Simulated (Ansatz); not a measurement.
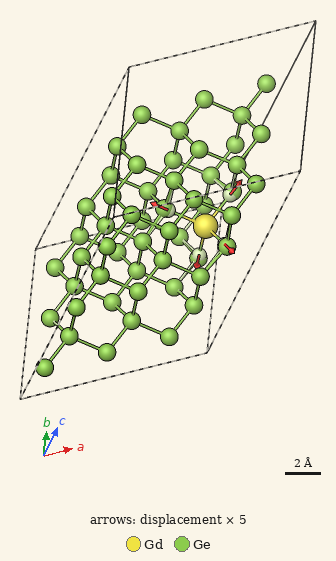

A relaxation of a defect cell of composition GdGe53 (cell charge −1). The starting structure is drawn faded, the final one solid; red arrows show the displacements, magnified 5 times.

The picture is a ball-and-stick view of the cell of the calculation (origin shifted), seen from a free direction.

The calculation used DFT, PBE, plane-wave PAW, default files, scalar-relativistic (Ansatz). Set-up: plane-wave cutoff 420 eV; k-point mesh 2 × 2 × 2; occupations fermi dirac; smearing width 0.01 eV; collinear spin; atoms relaxed in a fixed cell; force threshold 0.03 eV/Å; at most 40 steps.

**Atoms of which element are displaced furthest, and by how much?**

Germanium: up to 0.24 Å, against 0.00 Å for gadolinium.

**What did the optimiser do to the structure, and how much energy did it gain?**

The largest moves, 0.24 Å, are those of Ge atoms. Gd stays in place. The lattice vectors keep their values. Near-neighbour distances that change, for instance: Gd–Ge 2.450 → 2.693 Å, Ge–Ge 2.450 → 2.401 Å, Ge–Ge 2.450 → 2.454 Å. Among the angles between lasting bonds that change: Ge–Ge–Ge 109.5° → 104.4°, Gd–Ge–Ge 109.5° → 104.5°, Ge–Ge–Ge 109.5° → 113.9°. Over 3 accepted moves (4 points after the start) the energy falls by 1.441 eV per cell of the calculation. The largest force component goes from 1.9 to 0.02 eV/Å. 1 step only repeated the SCF at the same geometry. The run took 11 min on 4 threads of Arm Neoverse V1, with other jobs on the host, peak memory 7.1 GiB.

Limits of the set-up: the cell is charged, on a uniform background, and energies carry no finite-size correction.
